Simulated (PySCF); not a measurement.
BH4N, SMILES `BN`.

Method: ωB97X/def2-SVPD; geometry: GFN2-xTB; program: PySCF. No frequency check shows the geometry to be a minimum.

Input script:

```python
import numpy as np
from pyscf import gto, scf, dft, tdscf
from pyscf.scf import atom_ks, atom_hf
from scipy.linalg import block_diag

def solve(mol, dm0=None, hcore=None):
    mf = (dft.UKS if mol.spin else dft.RKS)(mol, xc='wb97x')
    mf.grids.level = 3
    mf = mf.density_fit(auxbasis='def2-universal-jkfit')
    mf.conv_tol, mf.max_cycle = 1e-8, 80
    if hcore is not None:
        mf.get_hcore = lambda *args: hcore
    mf.kernel(dm0)
    if not mf.converged:
        mf = mf.newton().run(mf.mo_coeff, mf.mo_occ, max_cycle=30)
    assert mf.converged, 'SCF not converged'
    return mf

mol = gto.M(atom='''
B     -0.77403     0.00000     0.00000
N      0.60354     0.00000     0.00000
H     -1.34080     1.02531     0.00000
H     -1.34078    -1.02533     0.00000
H      1.16347    -0.83644     0.00000
H      1.16345     0.83647     0.00000
''', basis='def2-svpd', charge=0, spin=0, verbose=4)
mf = solve(mol)
td = mf.TDA()
td.nstates, td.singlet, td.conv_tol = 6, True, 1e-5
td.kernel()
td.analyze()
x, y = np.array([p[0] for p in td.xy]), np.array([p[1] + 0 * p[0] for p in td.xy])
f, mu = td.oscillator_strength(), td.transition_dipole()
nto = [td.get_nto(state=i + 1, verbose=4) for i in range(len(td.e))]
# spherically averaged free atoms, for the promolecule
atm = atom_ks.get_atm_nrks(mol, xc='wb97x')
pro = block_diag(*[(atm[a[0]][2] * atm[a[0]][3]) @ atm[a[0]][2].T for a in mol._atom])
np.savez('result.npz', e=td.e, f=f, ok=td.converged, w=[n[0] for n in nto], nto=[n[1] for n in nto], x=x, y=y, c=mf.mo_coeff, occ=mf.mo_occ, eps=mf.mo_energy, pro=pro, mu=mu)
```

Launched as:

```sh
OMP_NUM_THREADS=1 python input.py
```

The run took 39 s on 1 thread of Intel(R) Xeon(R) Platinum 8259CL CPU @ 2.50GHz (Skylake/Cascade Lake), on a shared host, peak memory 0.42 GiB.

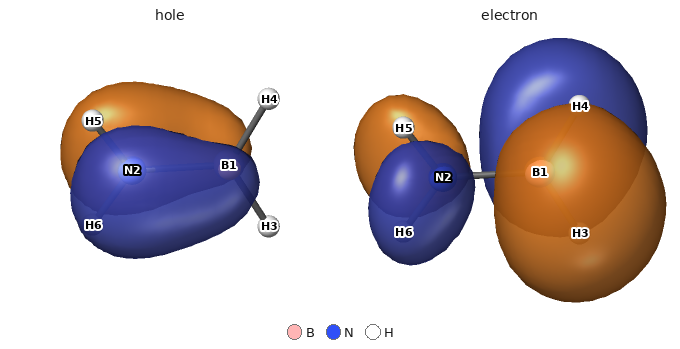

Leading natural transition orbital pair of S₃ (TDA singlet states); the surfaces enclose about 78 % of each orbital's density.

What kind of excitation is it, and where does it lie?

8.76 eV (141 nm), f = 0.305 (bright), n → empty p orbital of B1; the leading pair carries 94 %; hole on N2 (65 %), B1 (20 %) and H5 and H6 (6 % each), electron on B1 (57 %), N2 (15 %) and H3 and H4 (10 % each); their centroids lie 1.1 Å apart. In canonical orbitals it is mainly HOMO → LUMO+1 (92 %). The HOMO–LUMO gap is 13.54 eV.
